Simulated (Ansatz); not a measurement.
Consider AlF$_{2}$H$_{4}$N.

```xyz
8

Al    0.0620   -0.0929    0.1958
F    -0.1431    0.6607    1.6851
H     1.4304    0.1231   -0.5702
F    -1.3434   -0.2445   -0.7152
N     0.0844   -2.0004    0.9057
H    -0.7032   -2.5059    0.4949
H     0.9366   -2.5314    0.7238
H    -0.0591   -1.9612    1.9169
```

Method: RKS PBE0/def2-SVP in Ansatz.

> What can the converged electron density and electron localisation function tell about the bonding?

Al–F (1.68 Å): the density is about 0.77 e/Å³ at the midpoint; the ELF peaks at about 0.85 in the valence shell of F, 0.6 Å from its nucleus, and is about 0.30 at the midpoint.
Al–N (2.04 Å): ρ at the midpoint is about 0.5 e/Å³; the ELF peaks at about 0.95 between the atoms; a polar covalent bond.
N–H (1.02 Å): ρ is about 2.8 e/Å³ halfway; the ELF climbs to about 1 towards the hydrogen, as it does in any bond to H; an ordinary covalent bond to hydrogen.

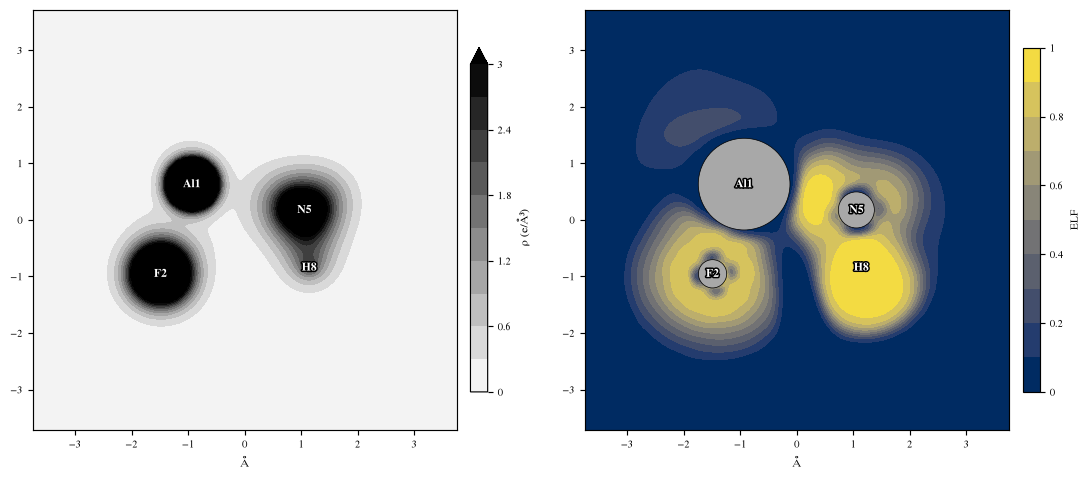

Computed electron density and electron localisation function on the plane of atoms Al1, N5 and H8, in this order. Grey discs cover the atomic cores in the ELF map. 
